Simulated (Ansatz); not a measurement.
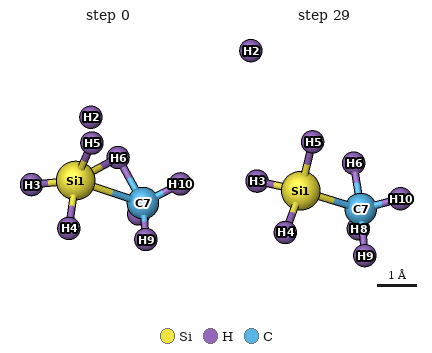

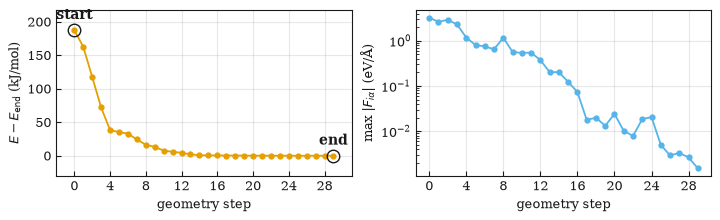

First and last geometry of a saddle-point search of CH8Si (multiplicity 3), with the history of the run. The picture is a ball-and-stick view, seen from a free direction.

Level of theory: Ansatz, UKS PBE0-D4/def2-SVP.

Input file:
```yaml
crystal:
  periodic: [false, false, false]
  atoms:
    - {symbol: Si, position_ang: [-0.386700, -0.822100, -0.533900]}
    - {symbol: H, position_ang: [0.790100, 0.464900, -1.667800]}
    - {symbol: H, position_ang: [0.754800, -1.681100, -0.760300]}
    - {symbol: H, position_ang: [-1.208400, -1.668200, 0.387700]}
    - {symbol: H, position_ang: [-1.409900, -0.256400, -1.385500]}
    - {symbol: H, position_ang: [0.551600, 0.640600, -0.457500]}
    - {symbol: C, position_ang: [0.209200, 0.685300, 0.835500]}
    - {symbol: H, position_ang: [1.234600, 0.686300, 1.198300]}
    - {symbol: H, position_ang: [-0.378400, 0.243400, 1.633300]}
    - {symbol: H, position_ang: [-0.156900, 1.707400, 0.750300]}
basis:
  gaussian: {orbitals: def2-SVP}
magnetization: {spin_polarized: true, initial_magnetization: 2}
hamiltonian: {xc: pbe0, dispersion: d4}
saddle:
  max_steps: 30
  mode_guess:
    - [-0.0487, 0.0239, 0.3659]
    - [0.0903, 0.2535, 0.1632]
    - [0.0197, 0.1448, 0.1019]
    - [-0.0914, -0.1777, 0.0434]
    - [0.0917, 0.0801, 0.1571]
    - [0.2005, 0.1043, -0.6838]
    - [-0.1136, -0.1979, -0.0396]
    - [-0.0658, -0.0651, -0.0790]
    - [-0.0262, -0.0081, 0.1170]
    - [-0.0564, -0.1579, -0.1461]
```

Run as
```bash
ansatz run in.yaml --threads 2 --pin off --events-out ev --progress --plain --max-ram 4352MiB
```

Read the history and describe the run.

The relaxation stopped without meeting its thresholds, so the last structure isn't shown to be converged. The input was poor on purpose: wrong multiplicity. The energy falls by 187.6 kJ/mol in 29 geometry steps. Largest force component: 3.3 eV/Å at the start, 0.0015 eV/Å at the end. The atom that moves furthest after the best rigid fit is H2 (2.25 Å). By element the largest moves are H 2.25 Å, Si 0.35 Å, C 0.17 Å. Some distances before and after: Si1–H2 2.080 → 3.934 Å, Si1–H6 1.739 → 2.182 Å, C7–H9 1.085 → 1.352 Å, Si1–C7 2.122 → 1.898 Å. Among the angles between lasting bonds that change: H6–C7–H9 146.7° → 175.6°, Si1–C7–H6 54.9° → 83.5°, H3–Si1–H5 134.3° → 109.7°. The run took 2.5 min on 2 threads of Arm Neoverse V2, with other jobs on the host.

```tsv
step	E − E(0), kJ/mol	largest force component, eV/Å
0	0.00	3.2686
1	-24.88	2.6146
2	-69.81	2.9269
3	-115.53	2.2949
4	-149.19	1.1802
5	-152.38	0.8050
6	-154.44	0.7528
7	-163.26	0.6485
8	-171.11	1.1720
9	-174.46	0.5661
10	-179.86	0.5385
11	-181.72	0.5491
12	-183.13	0.3737
13	-185.61	0.2037
14	-186.75	0.2022
15	-187.03	0.1235
16	-187.16	0.0738
17	-187.24	0.0179
18	-187.29	0.0199
19	-187.38	0.0132
20	-187.42	0.0242
21	-187.47	0.0102
22	-187.50	0.0079
23	-187.53	0.0185
24	-187.55	0.0206
25	-187.56	0.0050
26	-187.56	0.0029
27	-187.56	0.0033
28	-187.56	0.0026
29	-187.56	0.0015
```
